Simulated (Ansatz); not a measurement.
The figure comes from a scan of ZnCu2SnS4 (kesterite type, space group I-4): the cell is scaled evenly about its relaxed volume V₀. Method: PBE (plane waves to 420 eV, PAW, scalar-relativistic; Ansatz, a first-principles code). k mesh 9×9×9 (Γ-centred), Fermi-Dirac smearing 0.05 eV. E stands for the smeared free energy. At this level the bands of ZnCu2SnS4 touch or barely overlap; measurements give the solid a gap. The PAW data are Ansatz's earlier set. ZnCu2SnS4 is run without spin polarisation. ZnCu2SnS4 was relaxed with its symmetry unable to fall. The zero of ΔE is the relaxed starting cell.

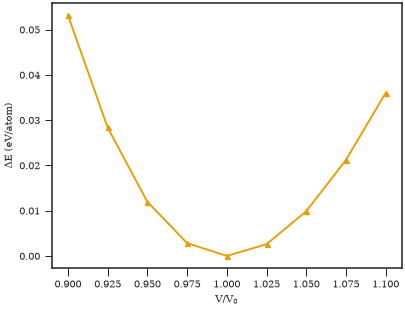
Fig. 1. ΔE (eV/atom) against V/V₀; markers are the computed points, lines only join them.

Question: Turn the plot into a table (rounded to what can be read).

Answer: To the nearest 0.001:

```
V/V₀   ΔE (eV/atom)
-----  ------------
0.900         0.053
0.925         0.028
0.950         0.012
0.975         0.003
1.000         0.000
1.025         0.003
1.050         0.010
1.075         0.021
1.100         0.036
```

(A scan under strain: stresses follow from slopes of the energy per volume, elastic moduli from its curvatures.)
